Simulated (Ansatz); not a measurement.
Base system: NiO in the rock salt structure (space group Fm-3m, No. 225; a = 4.191 Å; ferromagnetic). Axes: x, y, z lie along the cube axes.

One thing is altered: compressive biaxial strain of 3.45 % in the plane normal to [110], as in epitaxy on a mismatched substrate; the out-of-plane cell vector and the atoms relax.

The values are results of r2SCAN/PAW in Ansatz (a program for electronic structure), spin-orbit coupling left out, earlier PAW set, not measurements.

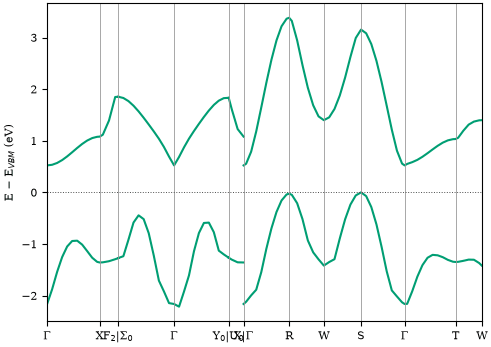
Fig. 1. Highest valence and lowest conduction band along the path of the changed cell's own zone

The gap is 0.52 eV, indirect, S → Γ; the base has 0.85 eV.

No phonon test of stability was made. No Hubbard U is applied and the magnetic state is the run's own (NiO ferromagnetic); small cells can't hold the antiferromagnetic order that many such compounds have, so gaps and moments can be off. Where the two band edges lie in opposite spin channels, the gap is a spin-flip gap. In its common phase, real NiO is an antiferromagnetic insulator at low temperature. Labels are those of the standard path for the cell's own space group.
